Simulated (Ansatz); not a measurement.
**BaPbO3 (model cell, started as cubic perovskite with Pb in the octahedra): a soft mode frozen in**

Which phase does BaPbO3 (model cell, started as cubic perovskite with Pb in the octahedra) fall into along its unstable mode, and how much energy does it gain?

Program: Ansatz 0.2.0. Level of theory: DFT PBEsol, scalar-relativistic, plane waves, PAW; PAW set soft_1. Results are calculated unless marked as measured.

The structure was built from a prototype and need not be the compound's stable phase.

**1. Set-up**

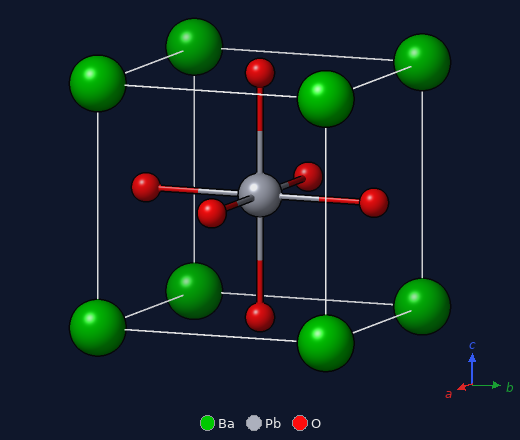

The cell as given, slightly off an axis (barium green, lead light grey, oxygen red). Some periodic images of atoms are drawn too.

**2. The dispersion**

The cell comes from relaxations at this level that are not shown. Stability and thermal properties need the whole zone. Linear response on a 4×4×4 q mesh gives force constants as far as a supercell of that size would.

The input, input.yaml:

```yaml
crystal:
  lattice:
    - [4.2810551391, 0.0, 0.0]
    - [0.0, 4.2810551391, 0.0]
    - [0.0, 0.0, 4.2810551391]
  atoms:
    - { symbol: Ba, position: [0.0, 0.0, 0.0] }
    - { symbol: Pb, position: [0.5, 0.5, 0.5] }
    - { symbol: O, position: [0.5, 0.5, 0.0] }
    - { symbol: O, position: [0.5, 0.0, 0.5] }
    - { symbol: O, position: [0.0, 0.5, 0.5] }
kpoints:
  mp_grid: { grid: [8, 8, 8] }
hamiltonian:
  xc: pbesol
  pseudopotentials: { kind: paw, azcp: { folder: soft_1 }, xc_functional: pbe }
scf:
  occupations: { method: methfessel_paxton, width: 0.2 }
output:
  eigenvalues: true
phonons:
  method: dfpt
  qmesh: [4, 4, 4]
  temperatures: { t_max: 1000, t_step: 50 }
  qpath:
    path:
      - [[0.0, 0.0, 0.0], [0.0, 0.5, 0.0], [0.5, 0.5, 0.0], [0.0, 0.0, 0.0], [0.5, 0.5, 0.5], [0.0, 0.5, 0.0]]
      - [[0.5, 0.5, 0.5], [0.5, 0.5, 0.0]]
    npoints: 10
```

On the command line:

```console
ansatz run input.yaml --threads 4 --pin off --max-ram 16384MiB --backend cpu --events-out ev --progress --plain --runs-dir out
```

Numbers of over 12 decimals in the logs are rounded to 6 here.

Output:

```text
Engine: ansatz 0.2.0, aarch64-unknown-linux-gnu
Pseudopotentials: kind: paw
Pseudopotential: Ba, paw, valence charge 10, recommended cutoff 420 eV (normal), soft_1/Ba.paw.azcp
Pseudopotential: Pb, paw, valence charge 14, recommended cutoff 420 eV (normal), soft_1/Pb.paw.azcp
Pseudopotential: O, paw, valence charge 6, recommended cutoff 420 eV (normal), soft_1/O.paw.azcp
Functional definition: PBEsol
  exchange = pbesol_x
  correlation = pbesol_c
Crystal: 5 atoms, lattice volume = 78.461 Å³
Basis set: ecut = 420 eV, 1551 PW (Γ), exchange–correlation on 60×60×60 points (8 copies of the dense FFT grid, shifted against one another)
Bands: 26, of which v1, the nominal top of the filled ones, is band 21 counted from 1 (20 counted from 0)
Symmetry: 48 space group operations
k-points: 35 of 512
Non-local potential: Ba, projectors of the file, l = 0: 3, l = 1: 2, l = 2: 2, l = 3: 2
Non-local potential: Pb, projectors of the file, l = 0: 2, l = 1: 2, l = 2: 2, l = 3: 1
Non-local potential: O, projectors of the file, l = 0: 2, l = 1: 2, l = 2: 1
PAW form: soft (Blöchl's): semilocal exchange-correlation on the pseudo side does not see the compensation charge
PAW frozen core: Ba, regenerated for the run's functional, and the local potential with it (the file was generated under x = pbe(κ = 0.804, μ = 0.219515), c = pbe(β = 0.066725))
PAW frozen core: Pb, regenerated for the run's functional, and the local potential with it (the file was generated under x = pbe(κ = 0.804, μ = 0.219515), c = pbe(β = 0.066725))
PAW frozen core: O, regenerated for the run's functional, and the local potential with it (the file was generated under x = pbe(κ = 0.804, μ = 0.219515), c = pbe(β = 0.066725))
PAW one-centre angular grid: Ba, 194 points (default); XC on 64 Gauss nodes
PAW one-centre angular grid: Pb, 590 points (default); XC on 64 Gauss nodes
PAW one-centre angular grid: O, 110 points (default); XC on 64 Gauss nodes
Initial density: superposition of atomic densities (chi_scale 0.1, normalization cell, long waves kept (reshape's long-wave potential 0.00 eV rms))
Initial wavefunctions: pseudopotential atomic-orbital guess
Functional: x = pbesol(κ = 0.804, μ = 0.123457), c = pbesol(β = 0.046)
SCF iter   1: F=—  HF=-19304.939632 eV  |F-HF|=—  |Δ(HF+E_count)|=         —  Δρ=5.67e-2  dr2=3.60e0  ethr=3.10e-3  ⟨swp⟩=10.7  Hψ=5992  notcnv=0
preconditioner: auto → Resta (q_TF=auto, 2.458 Å⁻¹)  ε∞=4.8  [insulator: Δε(μ)=0.307 eV  Ē_g=13.648 eV  σ=0.200 eV  W_gap=0.63  n_scr=18 (ndim 8)  ℏωp=26.5 eV  f_vac=0.000  D(μ)=0.30/eV (n_scr^D=0)  ε∞_Penn≈4.8]
SCF iter   2: F=—  HF=-19304.046749 eV  |F-HF|=—  |Δ(HF+E_count)|=   8.93e-1  S|Δr|=    0.00e0  Δρ=3.21e-2  dr2=1.32e0  ethr=3.10e-3  ⟨swp⟩=3.8  Hψ=1927  notcnv=0  defer=31
SCF iter   3: F=—  HF=-19303.526392 eV  |F-HF|=—  |Δ(HF+E_count)|=   5.20e-1  S|Δr|=    0.00e0  Δρ=8.18e-3  dr2=8.00e-2  ethr=3.10e-3  ⟨swp⟩=4.2  Hψ=1755  notcnv=0  defer=31
SCF iter   4: F=—  HF=-19303.498131 eV  |F-HF|=—  |Δ(HF+E_count)|=   2.83e-2  S|Δr|=    0.00e0  Δρ=1.89e-3  dr2=2.66e-3  ethr=1.90e-4  ⟨swp⟩=3.4  Hψ=2088  notcnv=0  defer=32
SCF iter   5: F=—  HF=-19303.498125 eV  |F-HF|=—  |Δ(HF+E_count)|=   5.50e-6  S|Δr|=    0.00e0  Δρ=3.60e-4  dr2=1.24e-4  ethr=6.33e-6  ⟨swp⟩=2.6  Hψ=1545  notcnv=0  defer=31
SCF iter   6: F=—  HF=-19303.498115 eV  |F-HF|=—  |Δ(HF+E_count)|=   9.83e-6  S|Δr|=    0.00e0  Δρ=7.75e-5  dr2=3.54e-6  ethr=2.95e-7  ⟨swp⟩=2.7  Hψ=1755  notcnv=0  defer=31
SCF iter   7: F=—  HF=-19303.498121 eV  |F-HF|=—  |Δ(HF+E_count)|=   5.41e-6  S|Δr|=    0.00e0  Δρ=1.95e-5  dr2=2.82e-7  ethr=8.43e-9  ⟨swp⟩=2.2  Hψ=1512  notcnv=0  defer=31
SCF iter   8: F=—  HF=-19303.498121 eV  |F-HF|=—  |Δ(HF+E_count)|=   2.98e-7  S|Δr|=    0.00e0  Δρ=4.59e-6  dr2=1.93e-8  ethr=6.73e-10  ⟨swp⟩=2.0  Hψ=1355  notcnv=0  defer=31
SCF iter   9: F=—  HF=-19303.498121 eV  |F-HF|=—  |Δ(HF+E_count)|=   2.60e-8  S|Δr|=    0.00e0  Δρ=1.31e-6  dr2=1.48e-9  ethr=4.60e-11  ⟨swp⟩=2.5  Hψ=1740  notcnv=0  defer=31
SCF iter  10: F=—  HF=-19303.498121 eV  |F-HF|=—  |Δ(HF+E_count)|=  6.91e-11  S|Δr|=    0.00e0  Δρ=4.16e-7  dr2=8.10e-11  ethr=3.51e-12  ⟨swp⟩=2.1  Hψ=1555  notcnv=0  defer=31
SCF iter  11: F=-19303.498121 eV  HF=-19303.498121 eV  |F-HF|=3.64e-12  |Δ(HF+E_count)|=  1.09e-11  S|Δr|=    0.00e0  Δρ=6.86e-8  dr2=2.37e-12  ethr=1.00e-12  ⟨swp⟩=18.3  Hψ=7062  notcnv=0
SCF 1 converged in 11 iterations: F = -19303.498121 eV  dr2 = 2.37e-12
  greatest PAW one-centre occupation: 0.986 electrons in one spin orbital (limit 2), on the Pb atom at site 1 (counted from 0), in its partial waves of l = 2
Initial density: read from a saved state, or passed on in memory by an earlier SCF of this step, an earlier step, the calling program or the single point that the run made first
iter 1 solved again at ethr=6.15e-7 eV; its pass at ethr=3.10e-3 eV (dr2=2.58e-4 eV) is discarded
SCF iter   1: F=—  HF=-19303.498118 eV  |F-HF|=—  |Δ(HF+E_count)|=         —  Δρ=2.30e-6  dr2=1.75e-9  ethr=6.15e-7  ⟨swp⟩=3.5  Hψ=7894  notcnv=0
eigensolver tolerance schedule: the retry pair's looser diagonalisation over-reported the residual by 147337.85 of it (diagonalisation noise at an unbounded share of the residual, at the tolerance the schedule requests for it); recorded, not acted on — ethr = c·dr2/N_el stays at c = 1.0e-1
preconditioner: auto → Kerker (q_TF=auto, 2.458 Å⁻¹)  [metal: Δε(μ)=0.001 eV  Ē_g=15.630 eV  σ=0.200 eV  W_gap=0.01  n_scr=18 (ndim 8)  ℏωp=27.2 eV  f_vac=0.000  D(μ)=1.01/eV (n_scr^D=6)]
SCF iter   2: F=—  HF=-19303.498121 eV  |F-HF|=—  |Δ(HF+E_count)|=   3.29e-6  S|Δr|=    0.00e0  Δρ=1.13e-6  dr2=2.82e-10  ethr=4.17e-12  ⟨swp⟩=5.1  Hψ=2943  notcnv=0
SCF iter   3: F=—  HF=-19303.498121 eV  |F-HF|=—  |Δ(HF+E_count)|=  5.82e-11  S|Δr|=    0.00e0  Δρ=7.45e-7  dr2=1.38e-10  ethr=1.00e-12  ⟨swp⟩=1.2  Hψ=922  notcnv=0
SCF iter   4: F=—  HF=-19303.498121 eV  |F-HF|=—  |Δ(HF+E_count)|=  3.27e-11  S|Δr|=    0.00e0  Δρ=3.80e-7  dr2=4.68e-11  ethr=1.00e-12  ⟨swp⟩=1.1  Hψ=915  notcnv=0
SCF iter   5: F=—  HF=-19303.498121 eV  |F-HF|=—  |Δ(HF+E_count)|=  3.64e-12  S|Δr|=    0.00e0  Δρ=3.00e-7  dr2=3.02e-11  ethr=1.00e-12  ⟨swp⟩=1.1  Hψ=926  notcnv=0
SCF iter   6: F=—  HF=-19303.498121 eV  |F-HF|=—  |Δ(HF+E_count)|=  3.64e-12  S|Δr|=    0.00e0  Δρ=2.06e-7  dr2=1.41e-11  ethr=1.00e-12  ⟨swp⟩=1.2  Hψ=923  notcnv=0
SCF iter   7: F=-19303.498121 eV  HF=-19303.498121 eV  |F-HF|=7.28e-12  |Δ(HF+E_count)|=  7.28e-12  S|Δr|=    0.00e0  Δρ=5.83e-8  dr2=1.13e-12  ethr=1.00e-12  ⟨swp⟩=6.3  Hψ=3172  notcnv=0
SCF 2 converged in 7 iterations: F = -19303.498121 eV  dr2 = 1.13e-12
phonons: the bands overlap, so this run is a metal and interpolates without the dipole-dipole term. If the crystal is really an insulator or semiconductor, its LO-TO splitting is missing
NSCF: frozen V_eff on 35 k-points
NSCF: frozen V_eff on 125 k-points
DFPT response loops at q = (0, 0, 0) (fractional): preconditioner auto → Kerker (q_TF=auto, 2.458 Å⁻¹) (partly filled bands, converged f_vac=0.000); β = 1.00, the filter's whole step (`scf.mixing.beta` (0.50) is not read by the response loops under this deck's `scf.mixing.preconditioner`; to damp them name `kerker` or `kerker_dos`, under which they read `scf.mixing.beta`, and type it under 1.00, their step now; both keys bind the ground state too); Broyden in place of MSR1
NSCF: frozen V_eff on 400 k-points
DFPT response loops at q = (0, 0, 0.25) (fractional): mixed as the last ones told, above
NSCF: frozen V_eff on 250 k-points
DFPT response loops at q = (0, 0, -0.5) (fractional): mixed as the last ones told, above
NSCF: frozen V_eff on 640 k-points
DFPT response loops at q = (0, 0.25, 0.25) (fractional): mixed as the last ones told, above
NSCF: frozen V_eff on 400 k-points
DFPT response loops at q = (0, 0.25, -0.5) (fractional): mixed as the last ones told, above
NSCF: frozen V_eff on 250 k-points
DFPT response loops at q = (0, -0.5, -0.5) (fractional): mixed as the last ones told, above
NSCF: frozen V_eff on 1024 k-points
DFPT response loops at q = (0.25, 0.25, 0.25) (fractional): mixed as the last ones told, above
NSCF: frozen V_eff on 640 k-points
DFPT response loops at q = (0.25, 0.25, -0.5) (fractional): mixed as the last ones told, above
NSCF: frozen V_eff on 400 k-points
DFPT response loops at q = (0.25, -0.5, -0.5) (fractional): mixed as the last ones told, above
NSCF: frozen V_eff on 250 k-points
DFPT response loops at q = (-0.5, -0.5, -0.5) (fractional): mixed as the last ones told, above
SCF converged after 11 iterations
Stability not checked: this state was not tested for a lower state beside it, because cold or Methfessel-Paxton smearing, or corrected tetrahedra, fill the levels in a way that the test cannot read (fill_not_monotonic; see scf.lower_state_search)
Free energy (F): -19303.498121 eV
Harris-Foulkes:  -19303.498121 eV  (|F-HF|=3.64e-12)
Internal energy: -19303.509131 eV  (E = F + TS)
E sigma→0 (E₀):  -19303.500874 eV
Entropy (-TS):   0.011009 eV (2.202 meV/atom)
Fermi energy:    9.134061 eV
--- Per-component energies (eV) ---
  E_band       = -15.323754
  E_kinetic    = 958.980775
  E_local      = -2322.965442  (includes V_loc(G=0)·N_el)
  E_nonlocal   = 567.517973
  E_hartree    = 888.825932
  E_xc         = -608.539649
  E_vxc        = -533.905308  (∫ρ·V_xc dr)
  E_paw        = -15836.631384  (= ΣΔE_a)
  E_vpaw       = -462.605780  (= ΣTr[D̂ρ^β])
  E_aug_tail   = 0.002234  (compensation charges beyond the density's cutoff)
  E_ewald      = -2951.019041
  E_core_change = 0.319471  (= ΣΔE_core)
  E_smearing   = 0.011009  (= −TS)
  E_closure    = 0.000000  (closes the sum)
  Σ components = -19303.498121   (vs F -19303.498121, Δ=0.00e0)
--- Band table (eV; the first three rows and the last of 35) ---
  k-point 0: bands = [... 17 lower, 8.1491, 8.1491, 8.5168, 8.5168, 8.5168, 13.8035, 13.8035, 15.5004, ... 1 higher]
  k-point 1: bands = [... 17 lower, 8.1202, 8.1202, 8.4848, 8.4848, 8.9871, 14.0243, 14.0326, 15.7892, ... 1 higher]
  k-point 2: bands = [... 17 lower, 8.0626, 8.0626, 8.4094, 8.4094, 10.3012, 14.5672, 14.6167, 16.2366, ... 1 higher]
  k-point 34: bands = [... 17 lower, 9.0651, 9.0651, 9.1352, 9.1352, 13.9135, 13.9135, 13.9135, 15.8999, ... 1 higher]
--- Phonons (Γ-DFPT): 4 representative perturbations + reference (Σ response iterations 13) ---
  ASR residual: 4.663e-5 → 0.000e0 eV/Å²; symmetrization residual: 1.010e-6 eV/Å²
  ASR residual per site (eV/Å²): 1.21e-6 1.35e-6 4.66e-5 4.66e-5 4.66e-5
  Γ frequencies (cm⁻¹): 0.00 0.00 0.00 44.04 44.04 44.04 83.25 83.25 83.25 130.94 130.94 130.94 564.34 564.34 564.34
--- Phonons (arbitrary-q DFPT): 10 irreducible q on the 4×4×4 mesh ---
  q = [0.0000, 0.0000, 0.0000] (star 1, of the zone-centre solve; hermiticity 1.15e-7, symmetrization 1.92e-12): -0.00 0.00 0.00 44.04 44.04 44.04 83.25 83.25 83.25 130.94 130.94 130.94 564.34 564.34 564.34
  q = [0.0000, 0.0000, 0.2500] (star 6, 9 solved perturbations in 1560 linear systems a pass and spin channel, the states on 200 of 512 k-point pairs; hermiticity 2.70e-7, symmetrization 1.36e-12): 40.24 40.24 59.88 59.88 78.71 102.07 102.07 110.73 125.25 130.52 130.52 222.61 568.16 568.16 579.01
  q = [0.0000, 0.0000, -0.5000] (star 3, 9 solved perturbations in 975 linear systems a pass and spin channel, the states on 125 of 512 k-point pairs; hermiticity 1.26e-7, symmetrization 5.31e-13): 52.50 52.50 72.47 72.47 99.59 120.58 120.58 131.22 131.22 135.00 161.43 282.16 572.02 572.02 591.26
  q = [0.0000, 0.2500, 0.2500] (star 12, 9 solved perturbations in 2460 linear systems a pass and spin channel, the states on 320 of 512 k-point pairs; hermiticity 1.65e-7, symmetrization 1.53e-13): -80.03 35.87 51.64 76.12 77.70 97.10 116.53 124.20 132.11 162.94 168.76 264.71 501.39 572.10 626.68
  q = [0.0000, 0.2500, -0.5000] (star 12, 15 solved perturbations on 200 of 512 k-point pairs; hermiticity 2.03e-7, symmetrization 1.37e-14): -108.48 51.83 57.89 64.51 87.47 111.47 131.45 135.44 146.01 174.53 196.12 285.99 468.10 575.99 635.82
  q = [0.0000, -0.5000, -0.5000] (star 3, 9 solved perturbations in 975 linear systems a pass and spin channel, the states on 125 of 512 k-point pairs; hermiticity 9.90e-8, symmetrization 9.40e-14): -150.22 27.51 27.51 60.67 97.27 136.14 136.14 142.10 142.10 208.81 208.81 292.64 310.38 579.83 642.34
  q = [0.2500, 0.2500, 0.2500] (star 8, 4 solved perturbations in 1376 linear systems a pass and spin channel, the states on 512 of 512 k-point pairs; hermiticity 1.21e-7, symmetrization 2.25e-13): -99.26 -62.26 -62.26 56.67 56.67 73.53 141.93 148.71 148.71 195.12 195.12 270.90 503.84 503.84 646.45
  q = [0.2500, 0.2500, -0.5000] (star 12, 9 solved perturbations in 2460 linear systems a pass and spin channel, the states on 320 of 512 k-point pairs; hermiticity 1.78e-7, symmetrization 5.69e-13): -125.05 -93.47 -68.70 61.26 63.55 66.84 147.61 149.68 183.02 206.11 215.13 274.94 451.51 506.96 652.70
  q = [0.2500, -0.5000, -0.5000] (star 6, 9 solved perturbations in 1560 linear systems a pass and spin channel, the states on 200 of 512 k-point pairs; hermiticity 1.65e-7, symmetrization 2.15e-13): -157.67 -113.92 -113.92 63.82 63.82 65.68 150.33 184.54 184.54 226.15 226.15 268.53 316.06 493.27 656.45
  q = [-0.5000, -0.5000, -0.5000] (star 1, 4 solved perturbations in 350 linear systems a pass and spin channel, the states on 125 of 512 k-point pairs; hermiticity 2.88e-8, symmetrization 1.02e-13): -163.44 -163.44 -163.44 65.58 65.58 65.58 189.91 189.91 189.91 240.92 240.92 240.92 319.77 319.77 658.29
  sum rule: each row above includes the acoustic sum rule's correction from the zone centre's row sums; it moved no ω² by more than (0.89 cm⁻¹)²
  mesh force constants: q→R imaginary residual 1.21e-18; ASR residual 4.663e-5 → 0.000e0 eV/Å²; symmetrization residual 1.066e-14 eV/Å²
  interpolated dispersion: 62 rows × 15 modes
  density of states and harmonic sums: on the 16×16×16 q-mesh, interpolated from the force constants of a 4×4×4 supercell (no non-analytic term)
  largest difference from the sums on the solved wave vectors: F 7.51e-2 eV, S 9.08e-5 and C_V 2.16e-5 eV/K
  zero-point energy: 0.185082 eV/cell   skipped modes (ω ≤ 0): 251, of them read as no rigid motion or as one in doubt: 248 (1.552e0 modes/cell left out, lowest -163.44 cm⁻¹)   left out of the sums: 1.03e-1 of the cell's modes: C_V's classical limit lies that fraction below 3 k_B per atom; for a crystal, a wire or a layer, F and S can be off by more, and a phonons.interpolated_qmesh denser along its periods is the remedy for the sampling
```

Wall time 13 min (4 threads of Arm Neoverse V1, shared host); peak memory 2.7 GiB; 52 min of CPU time.

This step gave:

* volume per atom: 15.69 Å³
* gap on the k-mesh: 0 eV
* sum-rule residual before enforcement: 4.66e-5 eV/Å²
* lowest frequency on the path: -163.4 cm⁻¹
* point group: m-3m
* highest frequency on the path or at a solved wavevector: 659.7 cm⁻¹
* highest optical mode at the zone centre (no LO-TO term): 564.3 cm⁻¹
* lowest optical zone-centre mode: 44.04 cm⁻¹
* lowest mode on the q mesh (acoustic modes at Γ apart): -163.4 cm⁻¹

Frequencies (cm⁻¹) solved at each irreducible wavevector; negative means imaginary. Frequencies by wavevector, by row:

| q in reciprocal lattice units | star | mode 1 | mode 2 | mode 3 | mode 4 | mode 13 | mode 14 | mode 15 |
| --- | --- | --- | --- | --- | --- | --- | --- | --- |
| 0 0 0 | 1 | 0 | 0 | 0 | 44 | 564.3 | 564.3 | 564.3 |
| 0 0 0.25 | 6 | 40.2 | 40.2 | 59.9 | 59.9 | 568.2 | 568.2 | 579 |
| 0 0 -0.5 | 3 | 52.5 | 52.5 | 72.5 | 72.5 | 572 | 572 | 591.3 |
| 0 0.25 0.25 | 12 | -80 | 35.9 | 51.6 | 76.1 | 501.4 | 572.1 | 626.7 |
| 0 0.25 -0.5 | 12 | -108.5 | 51.8 | 57.9 | 64.5 | 468.1 | 576 | 635.8 |
| 0 -0.5 -0.5 | 3 | -150.2 | 27.5 | 27.5 | 60.7 | 310.4 | 579.8 | 642.3 |
| 0.25 0.25 0.25 | 8 | -99.3 | -62.3 | -62.3 | 56.7 | 503.8 | 503.8 | 646.5 |
| 0.25 0.25 -0.5 | 12 | -125 | -93.5 | -68.7 | 61.3 | 451.5 | 507 | 652.7 |
| 0.25 -0.5 -0.5 | 6 | -157.7 | -113.9 | -113.9 | 63.8 | 316.1 | 493.3 | 656.5 |
| -0.5 -0.5 -0.5 | 1 | -163.4 | -163.4 | -163.4 | 65.6 | 319.8 | 319.8 | 658.3 |

Interpolated from a 4×4×4 q mesh. Phonon branches along the path, in cm⁻¹:

| point | branch 1 | branch 2 | branch 3 | branch 4 | branch 12 | branch 13 | branch 14 | branch 15 |
| --- | --- | --- | --- | --- | --- | --- | --- | --- |
| Γ | 0 | 0 | 0 | 44 | 131 | 564 | 564 | 564 |
| X | 52 | 52 | 72 | 72 | 282 | 572 | 572 | 591 |
| M | -150 | 28 | 28 | 61 | 293 | 310 | 580 | 642 |
| Γ | 0 | 0 | 0 | 44 | 131 | 564 | 564 | 564 |
| R | -163 | -163 | -163 | 66 | 241 | 320 | 320 | 658 |
| X | 52 | 52 | 72 | 72 | 282 | 572 | 572 | 591 |
| jump to R | -163 | -163 | -163 | 66 | 241 | 320 | 320 | 658 |
| M | -150 | 28 | 28 | 61 | 293 | 310 | 580 | 642 |

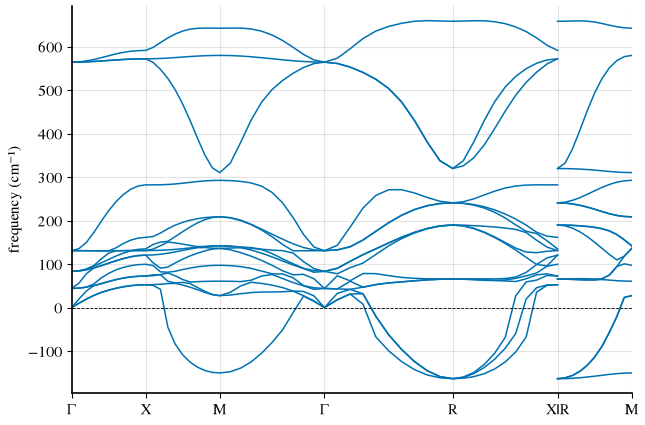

Phonon branches along the path.

Symmetry leaves 10 wavevectors to solve. The lowest mode among them, the acoustic zeros apart, lies at q = (-0.5, -0.5, -0.5) and is imaginary, 163.4i cm⁻¹, so the energy falls along it.

**3. The mode frozen in, largest atomic shift 0 Å**

The mode followed lies at q = (-0.5, -0.5, -0.5) with frequency 163.4i cm⁻¹ and is 3-fold degenerate, the softest among the wavevectors solved. At small amplitude the distorted cell has space group no. 140 by a symmetry search on the positions. The undistorted cell that holds it gives the zero of energy on the same k mesh.

System of this step: BaPbO3 (model cell, started as cubic perovskite with Pb in the octahedra). The structure is cubic, space group Pm-3m (No. 221). Conventional cell: a = 4.281 Å, b = 4.281 Å, c = 4.281 Å, α = 90.00°, β = 90.00°, γ = 90.00°. Nearest to Ba lie 12 O at 3.03 Å. Nearest to Pb lie 6 O at 2.14 Å. O has 2 Pb at 2.14 Å and 4 Ba at 3.03 Å nearest. Farther neighbours and most contacts between anions are not listed.

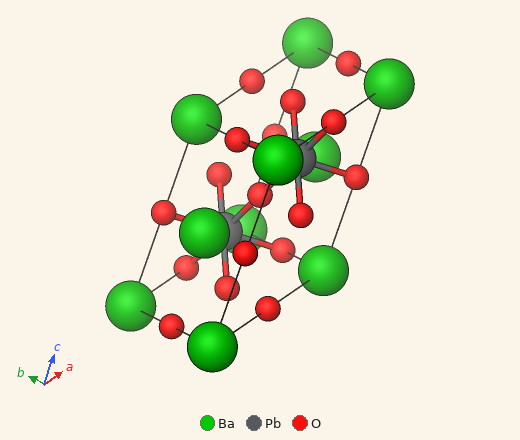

The cell of this step (barium green, lead dark grey, oxygen red). Some periodic images of atoms are drawn too.

input.yaml, the sections that differ from step 2:

```yaml
crystal:
  lattice:
    - [4.2810551391, 4.2810551391, 0.0]
    - [4.2810551391, 0.0, 4.2810551391]
    - [4.2810551391, 0.0, -4.2810551391]
  atoms:
    - { symbol: Ba, position: [0.0, 0.0, 1.0] }
    - { symbol: Ba, position: [0.0, 0.5, 0.5] }
    - { symbol: Pb, position: [0.5, 0.25, 0.75] }
    - { symbol: Pb, position: [0.5, 0.75, 0.25] }
    - { symbol: O, position: [0.5, 0.5, 0.5] }
    - { symbol: O, position: [0.5, 0.0, 0.0] }
    - { symbol: O, position: [0.0, 0.0, 0.5] }
    - { symbol: O, position: [0.0, 0.5, 0.0] }
    - { symbol: O, position: [0.5, 0.0, 0.5] }
    - { symbol: O, position: [0.5, 0.5, 0.0] }
output:
  forces: true
  stress: true
  eigenvalues: true
# kpoints, hamiltonian, scf: as in step 2
# phonons: removed
```

Output:

```text
[...]
Crystal: 10 atoms, lattice volume = 156.922 Å³
Basis set: ecut = 420 eV, 3119 PW (Γ), exchange–correlation on 90×90×90 points (8 copies of the dense FFT grid, shifted against one another)
Bands: 52, of which v1, the nominal top of the filled ones, is band 42 counted from 1 (41 counted from 0)
Symmetry: 96 space group operations
[...]
k-points: 29 of 512
[...]
k-point 0: bands = [... 38 lower, 9.0644, 9.0644, 9.0644, 9.1362, 9.1362, 13.8028, 13.8028, 13.9136, ... 6 higher]
  k-point 1: bands = [... 38 lower, 8.8617, 8.8617, 9.0258, 9.0448, 9.0448, 13.9237, 13.9722, 13.9722, ... 6 higher]
  k-point 2: bands = [... 38 lower, 8.5459, 8.9174, 8.9198, 8.9198, 9.6559, 13.6767, 14.4105, 14.4105, ... 6 higher]
  k-point 28: bands = [... 38 lower, 8.4334, 8.4334, 8.6712, 8.6712, 13.0168, 13.0168, 15.7468, 15.7468, ... 6 higher]
[key lines of the parts left out:]
SCF converged after 10 iterations
Free energy (F): -38606.999784 eV
Fermi energy:    9.133226 eV
P = ⅓ Tr σ = 0.0365 GPa (0.365 kbar)
```

Run time: 5.5 s. Hardware: 4 threads; peak memory 0.63 GiB.

This step gave:

| Property | Result |
| --- | --- |
| pressure | 0.03652 GPa |
| energy from the undistorted cell | 0 meV/atom |

The run ends at a pressure of 0.04 GPa.

(Part 1 of 3 ends here.)

[Logs are printed without paths, hosts, clocks, repeated set-up lines and the standing remarks that a program may print on its own settings, such as how far it seeks lower states.]

[Hosts, paths, dates, database ids (printed as entryN), source tags and the programs' standing remarks are cut or masked in the printed files.]
